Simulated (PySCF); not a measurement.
# Si2H6O (SMILES [SiH3]O[SiH3]): SVWN5/cc-pVDZ

What is the energy change on altering one bond length of Si2H6O at SVWN5/cc-pVDZ? 

The results are computed with PySCF 2.14.0.

1 further run of the same task is left out (set aside as unsound or not needed).

## 1. The system as given

The species is Si2H6O (9 atoms), meant as a singlet with charge 0. SMILES: `[SiH3]O[SiH3]`. The shape is that of a PBE0-D4/def2-TZVP optimisation.

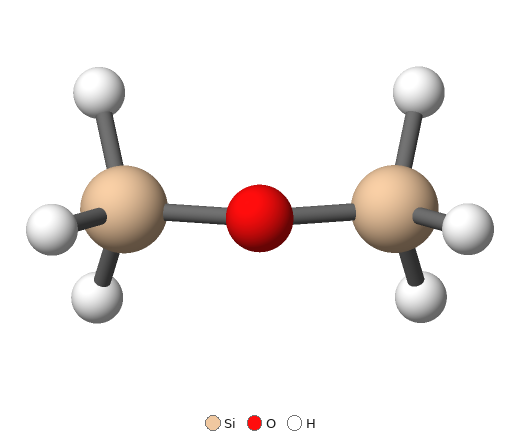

Viewed from a chosen angle; silicon light orange, oxygen red, hydrogen white.

## 2. The energy at SVWN5/cc-pVDZ

Input file run.py:

```python
from pyscf import gto, dft

mol = gto.M(
    atom='''
Si  -0.710290   1.052660  -0.919520
O    0.425550   0.090990  -0.245380
Si   0.775570  -1.038810   0.881750
H   -1.787270   0.226580  -1.525660
H   -0.060640   1.872420  -1.970220
H   -1.306170   1.942760   0.111330
H    2.224270  -1.343130   0.800010
H   -0.009310  -2.275600   0.628780
H    0.448290  -0.527870   2.238910
''',
    verbose=4,
    max_memory=1860,
    basis='cc-pvdz',
    spin=0,
    charge=0,
)

ks = dft.RKS(mol)
ks.xc = 'svwn'
ks.conv_tol = 1e-10
ks.grids.level = 5
ks.kernel()
if not ks.converged:
    ks = ks.newton().run(ks.mo_coeff, ks.mo_occ)

e_tot = ks.e_tot
print('Final energy', e_tot)
```

Started as:

```sh
OMP_NUM_THREADS=1 python run.py
```

The program printed:

```text
PySCF version 2.14.0

[... 79 lines left out ...]
converged SCF energy = -654.935940358866
Final energy -654.9359403588658
```

Wall time 13 s (1 thread of AMD EPYC 7R43 (Zen 3), shared host); peak memory 0.26 GiB.

## 3. The distorted shape at the same level

Input file run.py:

```python
from pyscf import gto, dft

system = gto.M(
    atom='''
Si  -0.880661   1.196907  -1.020638
O    0.425550   0.090990  -0.245380
Si   0.775570  -1.038810   0.881750
H   -1.957641   0.370827  -1.626778
H   -0.231011   2.016667  -2.071338
H   -1.476541   2.087007   0.010212
H    2.224270  -1.343130   0.800010
H   -0.009310  -2.275600   0.628780
H    0.448290  -0.527870   2.238910
''',
    basis='cc-pvdz',
    verbose=4,
    max_memory=1860,
)

ks = dft.RKS(system, xc='svwn')
ks.conv_tol = 1e-10
ks.grids.level = 5
ks.kernel()
if not ks.converged:
    ks = ks.newton().run(ks.mo_coeff, ks.mo_occ)

energy = ks.e_tot
print('E = %.10f Eh' % energy)
```

Started as:

```sh
OMP_NUM_THREADS=1 python run.py
```

The program printed:

```text
PySCF version 2.14.0

[... 81 lines left out ...]
converged SCF energy = -654.919977592087
E = -654.9199775921 Eh
```

Run time: 14 s. Hardware: 1 thread of AMD EPYC 7R43 (Zen 3), shared host; peak memory 0.27 GiB.

## 4. Summary of results

At SVWN5/cc-pVDZ:

| quantity | value |
| --- | --- |
| first shape: total energy | -654.93594 Eh |
| first shape: dipole moment | 0.34 D |
| first shape: HOMO energy | -7.13 eV |
| first shape: LUMO energy | -0.94 eV |
| first shape: HOMO–LUMO gap | 6.19 eV |
| distorted shape: total energy | -654.91998 Eh |
| distorted shape: dipole moment | 1.50 D |
| distorted shape: HOMO energy | -6.72 eV |
| distorted shape: LUMO energy | -1.59 eV |
| distorted shape: HOMO–LUMO gap | 5.14 eV |
| energy change with the Si1–O2 bond stretched from 1.634 to 1.879 Å | 0.434 eV |

What this shows: With the Si1–O2 bond stretched from 1.634 to 1.879 Å the energy rises by 0.43 eV (10.0 kcal/mol). The first shape isn't relaxed at this level, so the change isn't measured from a minimum.
